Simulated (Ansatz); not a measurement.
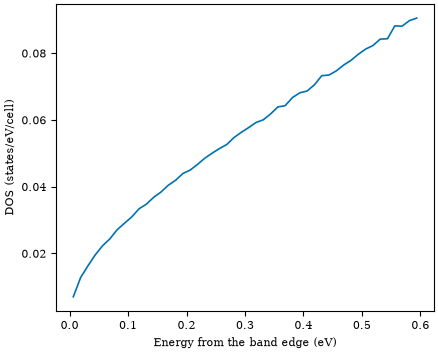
Figure: Density of states of LiF (Fm-3m) above the conduction band minimum, PBEsol, rigid bands (Ansatz, a quantum-chemistry and plane-wave program); cell volume 16.1 Å³.

### Question
What effective density of states at 300 K does this give (∫ g(E) exp(−E/k_BT) dE, both spins, divided by the cell's size)?

### Answer
2.1e19 cm⁻³, a density-of-states mass of 0.90 mₑ, valleys and band degeneracy included.

Spin-orbit coupling is left out. Geometry: cell and atoms relaxed with PBEsol.
